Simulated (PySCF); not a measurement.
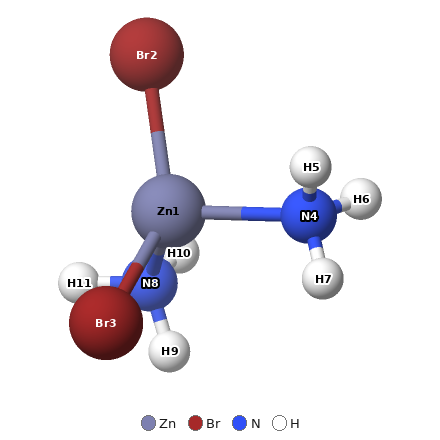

ZnN₂H₆Br₂, SMILES [NH3]->[Zn](<-[NH3])([Br])[Br], singlet. Vertical core-electron binding energies by ΔSCF (SCAN, pcX-2 on the ionised atom (unc-x2c-TZVPall on a metal), pcseg-1 elsewhere, spin-free X2C; PySCF, at a PBE0-D3(BJ)/def2-SVP geometry (no frequency check)), gas phase, against the vacuum level. One atom of each kind was ionised; within a panel, areas follow the number of like atoms and 2j + 1 (2p levels are split by first-order spin-orbit coupling, an approximation), Gaussians of 0.8 eV full width. Only the regions named are shown.

Predict the Zn 2p photoelectron lines.

Answer.
```tsv
level	atoms	binding energy (eV)
Zn 2p1/2	Zn1	1050.0
Zn 2p3/2	Zn1	1025.9
```

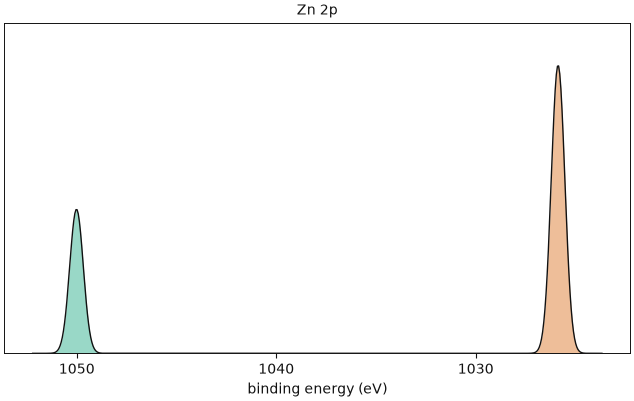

Caveats: metal 2p levels are good to about 1 eV.
